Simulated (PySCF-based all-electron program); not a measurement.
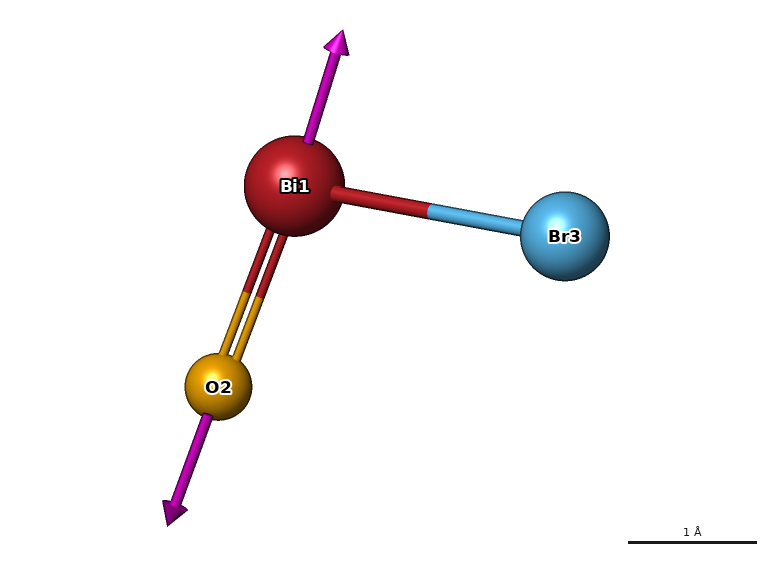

Arrows show the forces on the atoms, 0.1 Å of arrow for 1 eV/Å; forces under a tenth of the largest aren't drawn. Level of theory: PBE, all-electron, scalar-relativistic (Koelling-Harmon), large uncontracted Gaussian sets (PySCF-based all-electron program).

**Which bond do the forces act along most?**

Bi1–O2, now 1.728 Å: the forces push its atoms apart, so a first step downhill lengthens it.

List the force components in the frame of the picture (x right, y up, z towards the viewer), in eV/Å.

| atom | Fx | Fy | Fz |
| --- | --- | --- | --- |
| Bi1 | 2.77 | 8.95 | 1.90 |
| O2 | −3.21 | −8.78 | −2.21 |
| Br3 | 0.44 | −0.17 | 0.31 |
